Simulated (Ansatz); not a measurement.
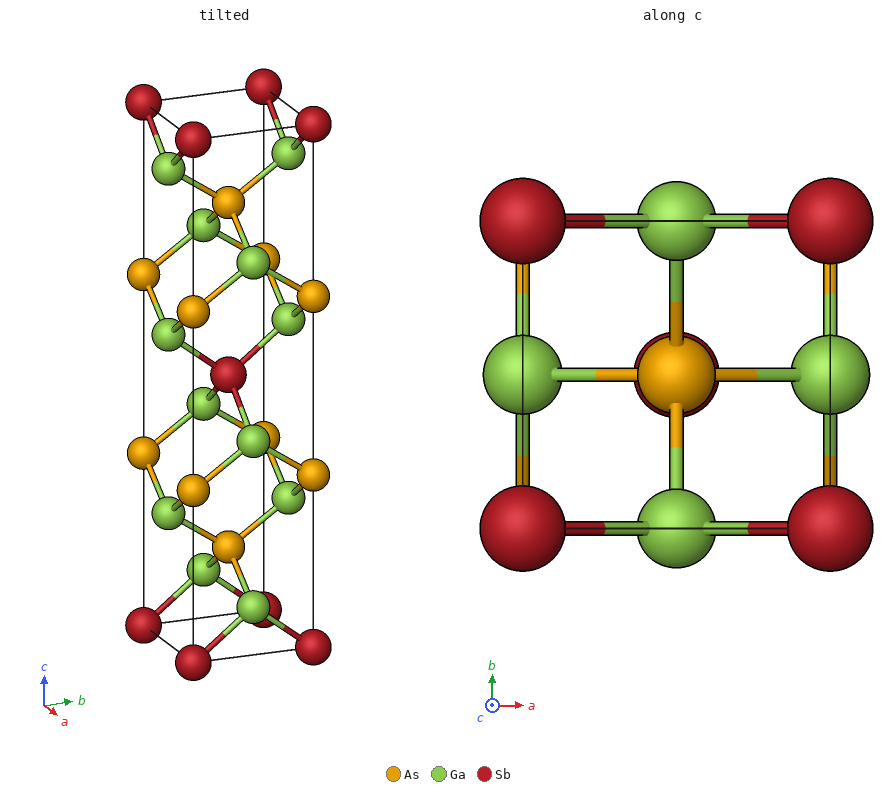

Drawn in the ball-and-stick manner and seen slightly off an axis and along the c axis. Lines trace the edges of the conventional unit cell.

Ga$_{3}$SbAs$_{2}$, space group I-4m2 (No. 119), a = 4.121 Å, b = 4.121 Å, c = 17.455 Å, α = 90.00°, β = 90.00°, γ = 90.00°. The structure comes from a structure type filled with these elements by a generator (whether the compound takes this form wasn't checked). Earlier steps of the study, as a rule a relaxation of our own, may have changed the cell and positions, so they can lie some per cent off the listed ones. It was the input of a calculation with Ansatz.

This one geometry was computed with Ansatz (DFT, plane waves, PAW) at three levels of theory: PBE with spin-orbit coupling, HSE06 and r2SCAN. It was relaxed beforehand with r2SCAN.

### Which level gives the highest pressure at this volume, and what does that say about its equilibrium volume?

Highest: PBE with spin-orbit coupling (2.5 GPa), which points to the largest equilibrium volume. Lowest, with the smallest volume: HSE06 (0.4 GPa) and r2SCAN (0.0 GPa). Levels within 0.5 GPa of each other can't be told apart.

### How does the band gap change with the level of theory?

PBE with spin-orbit coupling: a gap of 0.09 eV, direct; r2SCAN: a gap of 0.45 eV, direct; HSE06: a gap of 0.81 eV, direct.

### Collect the results in a table.

| level | cutoff (eV) | k-mesh of the run's cell | gap (eV) | pressure (GPa) |
| --- | --- | --- | --- | --- |
| PBE with spin-orbit coupling | 420 | 8×8×8 | 0.09 | 2.5 |
| HSE06 | 420 | 6×6×6 | 0.81 | 0.4 |
| r2SCAN | 500 | 8×8×8 | 0.45 | 0.0 |

Gaps are taken on the k-mesh or band path of each run.
